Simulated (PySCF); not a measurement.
# Br3HSi, SMILES `Br[SiH](Br)Br`: electronic structure

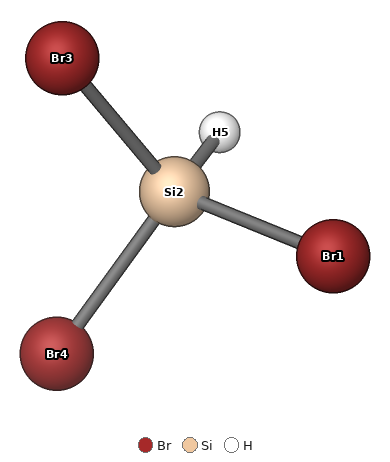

The molecule, with its atoms numbered as below. No frequency check shows the geometry to be a minimum.

Geometry (Å), atoms numbered from 1:

```
Br1      2.0732    0.0670    0.1062
Si2     -0.0001    0.0000   -0.6474
Br3     -1.0946    1.7619    0.1062
Br4     -0.9786   -1.8290    0.1062
H5       0.0002    0.0003   -2.0879
```

Part 1: Bonding charge

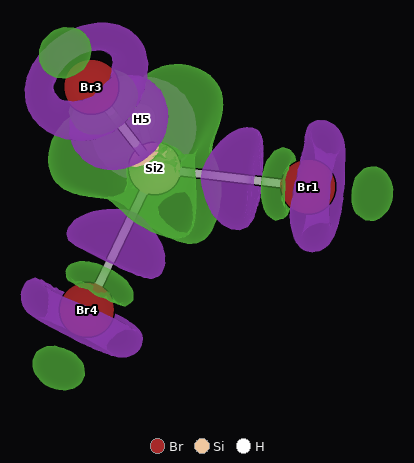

Deformation density (molecule less spherical, spin-averaged free atoms at the same positions), surfaces at ±0.04 e/Å³; purple: gain, green: loss.

Level of theory: PBE0/def2-TZVP (PySCF), at a geometry from GFN2-xTB.

Q: Describe the bonding that the map shows.

A: Si2–H5: +0.29 e/Å³ at the bond critical point (bond length 1.44 Å, Mayer order 0.9). Si2–Br3, Si2–Br4 and Br1–Si2: +0.08 e/Å³ at the bond critical point (bond length 2.21 Å, Mayer order 1.2). In all, 1.1 electrons gather in the regions of gain relative to the promolecule. A small or negative value marks a very polar bond, one between electron-rich atoms, whose free-atom densities already overlap strongly, a long bond to a heavier atom, or a closed-shell contact such as a hydrogen bond.

Q: Where do the Hirshfeld charges lie?

A: The highest Hirshfeld charge is on Si2 (+0.28 e), the lowest on Br1, Br3 and Br4 (−0.07 e).

Part 2: Local ionisation energy

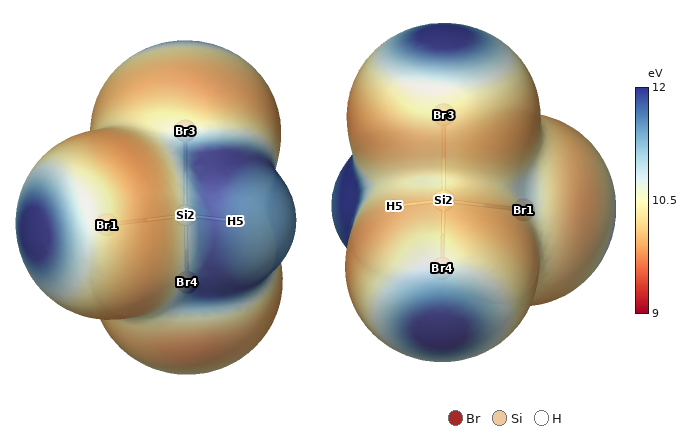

Average local ionisation energy on the surface of electron density 0.001 a.u. (back view left, front view right).

Q: Locate the minima of the map.

A: The lowest value is 9.8 eV, 2.2 Å from Br1, and at like points elsewhere. For comparison, the highest occupied orbital lies at −8.6 eV.

Part 3: In an electric field

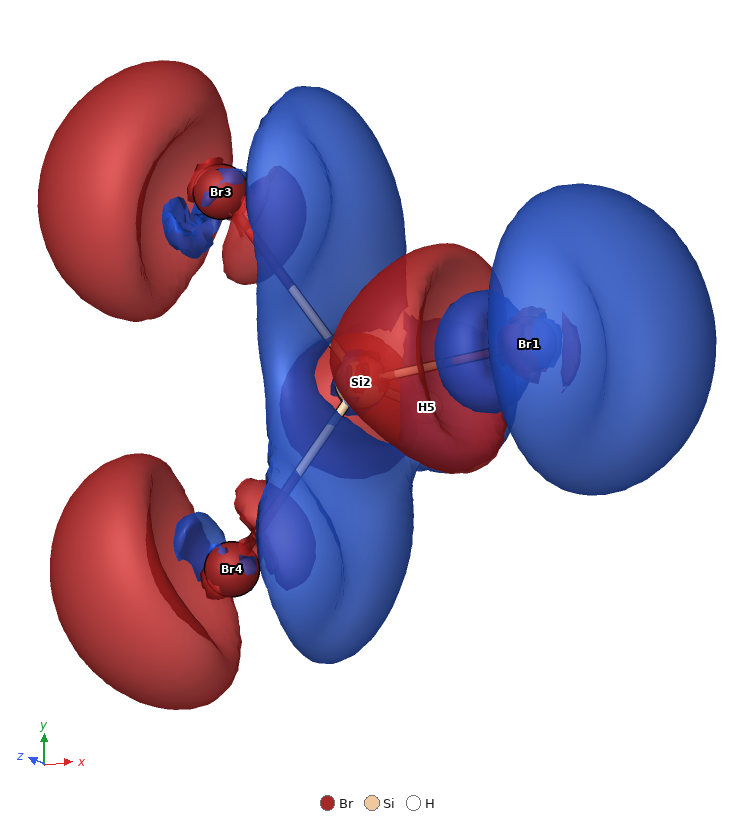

Change of the electron density in a uniform field of 0.21 V/Å, surfaces at ±0.0015 e/Å³ (red: gain, blue: loss).

Level of theory: PBE0/def2-TZVP (PySCF), at a geometry from GFN2-xTB. A basis without diffuse functions makes polarisabilities too small.

Q: Along which Cartesian direction does the field point?

A: Along +x: electrons gather on the −x side, against the field.

Q: What dipole is induced, and what polarisability does it imply?

A: The induced dipole is 0.91 D (along the field); α along this axis, from the fields in both directions, is 90 bohr³ (13.3 Å³).

Q: Which atoms gain and lose the most charge?

A: Electrons gather most on Br3 (Hirshfeld charge changes by −0.015 e) and leave Br1 most (+0.029 e); 0.069 electrons are displaced in all.

Part 4: Removing or adding an electron

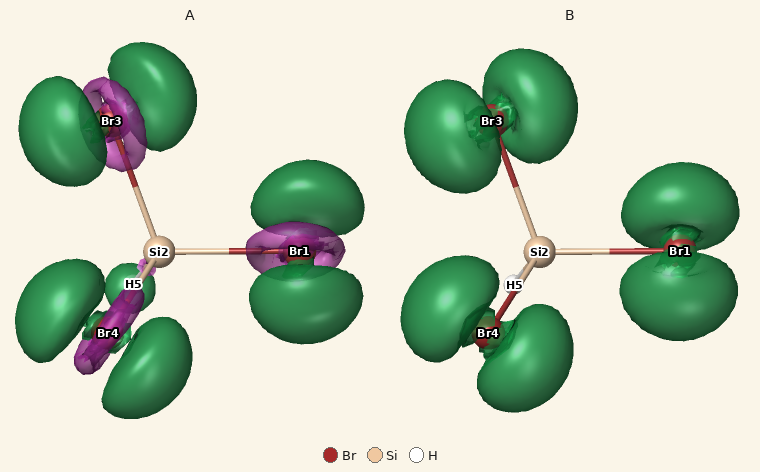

The Fukui function f⁻ from two separate SCF calculations and the density of the HOMO, at ±0.02 e/Å³ (green positive, purple negative).

Method: PBE0/def2-TZVP; geometry: GFN2-xTB; program: PySCF.

Q: Which panel is which, and how good is the frozen-orbital picture?

A: A is f⁻ (it has negative regions), B the HOMO density. The HOMO lies on Br1, Br3 and Br4 (32 % each); f⁻ (Hirshfeld-condensed) is largest on Br1, Br3 and Br4 (0.30 each); the vertical ionisation energy is 10.46 eV (the stability of the cation's solution wasn't checked). Relaxation shifts 6 % of the electron between atoms. The orbital energy is −8.56 eV.

The PySCF runs shown took 28 s, 80 s and 96 s on 1 thread of Arm Neoverse V2, with other jobs on the host.
